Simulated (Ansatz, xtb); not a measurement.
# SiH4S (sulfanylsilane): the vertical energy of the triplet above the singlet, rung by rung

The species is SiH4S (6 atoms), meant as a singlet with charge 0. As SMILES, `[SiH3]S`. Geometry: relaxed at PBE0-D4/def2-TZVP.

Each level gives the vertical energy of the triplet above the singlet (eV). The values are calculated.

```csv
level,kind,program,value (eV),less FCI/STO-3G
GFN2-xTB,semi-empirical,xtb,5.51,-2.15
GFN0-xTB,semi-empirical,xtb,4.96,-2.70
HF/STO-3G,Hartree–Fock,Ansatz,7.30,-0.36
SVWN5/STO-3G,LDA,Ansatz,7.46,-0.20
revPBE/STO-3G,GGA,Ansatz,7.32,-0.34
r2SCAN/STO-3G,meta-GGA,Ansatz,7.44,-0.22
HSE06/STO-3G,range-separated hybrid,Ansatz,7.46,-0.20
B2PLYP/STO-3G,double hybrid,Ansatz,7.54,-0.12
CCSDT/STO-3G,coupled cluster or CI,Ansatz,7.66,0.00
FCI/STO-3G,exact in the basis,Ansatz,7.66,0.00
```

FCI/STO-3G is exact within its basis and frozen core, so for wave-function methods in that basis the difference is their error; functionals converge differently with the basis, so for them it is only a difference. The values span 4.96 to 7.66 eV. The xTB rows lack spin polarisation, so open shells miss the exchange term that lowers them. A triplet this far above the singlet is often a Rydberg-like or dissociative state; sets without diffuse functions put Rydberg states too high. All rows use very small basis sets, so even the best lies far from the true value.

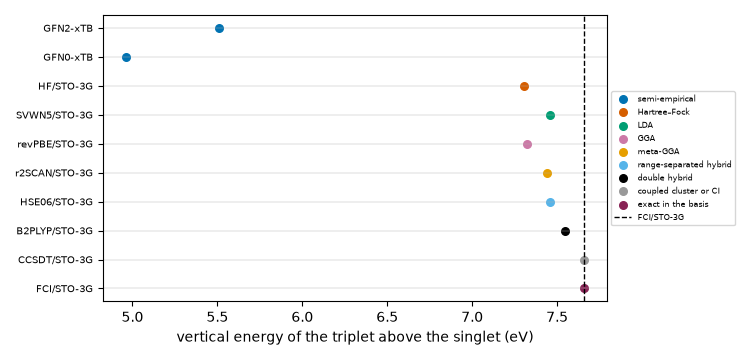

The values of the table, level by level.
